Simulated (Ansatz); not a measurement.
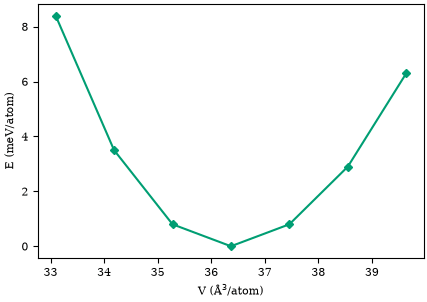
Na (hcp (Mg type), P6_3/mmc) under volume change, plane-wave PAW PBEsol (Ansatz code), shape and atoms relaxed at each volume.

**Question.** What does a third-order Birch–Murnaghan fit give for V₀, B₀ and B′?

**Answer.** V₀ = 36.37 Å³/atom, B₀ = 7.8 GPa, B′ = 3.7.

The first step of the workflow began from a Materials Project structure, measured or hypothetical; the Crystallography Open Database files this formula in space group No. 194, but the cells were not matched. It is not the phase usual at ambient conditions (space group No. 229). Symmetry was held in the PBEsol relaxation; whether a distortion lowers the energy is not shown.

Potentials: the earlier of the program's two PAW sets. The files were generated under PBE; for other functionals the program regenerates the frozen cores, and for LDA and PBEsol the local potential too.
